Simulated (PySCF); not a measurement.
## Run report: ZrNH, frequency calculation

System: ZrNH.
Method: RKS-based PBE0, Zr def2-TZVP with ECP28, N def2-TZVP, H def2-TZVP; non-relativistic Hamiltonian with a scalar-relativistic core potential; density fitting (PySCF 2.14.0).

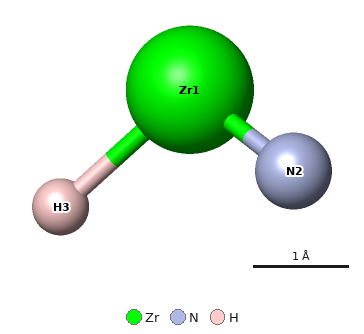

Fig. 1: The input geometry (ball-and-stick view, seen at a tilt; atoms are numbered from 1 in the order of the input). Sticks mark near contacts. Bond lengths as drawn: H–Zr 1.90 Å and N–Zr 1.69 Å.

Summary:

| quantity | value |
| --- | --- |
| outcome | converged |
| total energy | −102.243412 hartree |
| HOMO | −6.24 eV |
| LUMO | −2.53 eV |
| zero-point energy | 0.007048 hartree |
| dipole moment | 6.83 D |
| wavenumbers, lowest and highest | 480 and 1556 cm⁻¹ |
| hardware | 2 threads of Arm Neoverse N1, 98 GiB of memory available, shared host |
| wall time | 30 s (CPU time 54 s) |
| peak memory | 0.75 GiB |

The input:
```python
from pyscf import gto, scf, dft
mol = gto.M(atom='''
Zr     0.003959     0.153109     0.159373
N     -0.023770    -0.919307    -1.147675
H     -0.023784    -0.919839     1.723860''',
    basis={'Zr': 'def2-TZVP', 'N': 'def2-TZVP', 'H': 'def2-TZVP'},
    ecp={'Zr': 'def2-TZVP'},
    charge=0, spin=0)
mf = dft.RKS(mol, xc='PBE0')
mf.grids.atom_grid = (75, 302)
aux = {'Zr': 'def2-universal-JKFIT', 'N': 'def2-universal-JKFIT', 'H': 'def2-universal-JKFIT'}
mf = mf.density_fit(auxbasis=aux)
mf.conv_tol = 1e-09
mf.diis_space = 10
mf.max_cycle = 60
mf.verbose = 4
mf.kernel()
```

The script is an equivalent of the set-up of the self-consistent field. The run itself was carried out by a driver, which started from the orbitals of the step before it where there was one and computed the further properties.

Launch command:
```bash
OMP_NUM_THREADS=2 python axn.py task.json out
```

Output:
```
init E= -102.243411986849
  HOMO = -0.229461717438156  LUMO = -0.0931452861436419  gap/eV = 3.70936
cycle= 1 E= -102.243411986848  delta_E= 1.53e-12  |g|= 3.22e-06  |ddm|= 2.82e-06
  HOMO = -0.229462611082607  LUMO = -0.0931452033515168  gap/eV = 3.70939
Extra cycle  E= -102.243411986821  delta_E= 2.61e-11  |g|= 1.13e-05  |ddm|= 7.06e-06
converged SCF energy = -102.243411986821
```

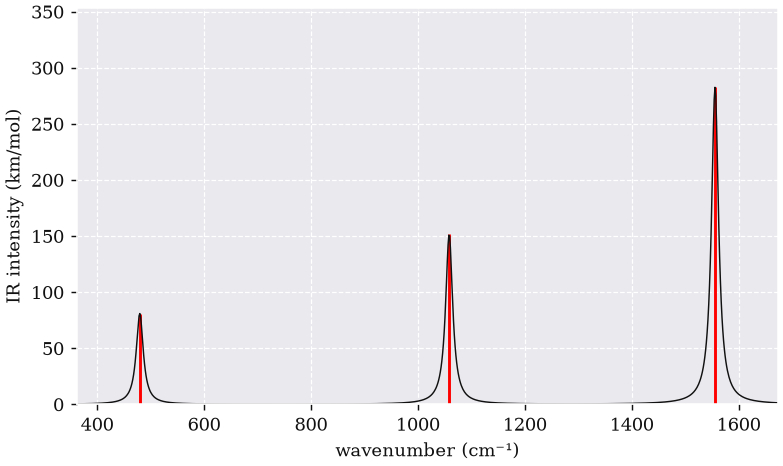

Fig. 2: Harmonic infrared spectrum, unscaled: sticks (degenerate modes added up, dark ones marked on the axis) with a Lorentzian envelope of 16 cm⁻¹ full width, scaled to the tallest stick. 3 modes from 480 to 1556 cm⁻¹, none imaginary. The strongest line is at 1556 cm⁻¹ (283 km/mol). All modes, in cm⁻¹ (km/mol): 480 (81), 1058 (151), 1556 (283).

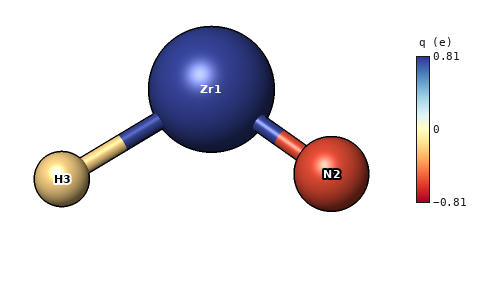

Fig. 3: Mulliken charges, as the colour of each atom (ball-and-stick view, seen at a tilt; atoms are numbered from 1 in the order of the input). By element: Zr +0.77, N −0.57 and H −0.19 e.
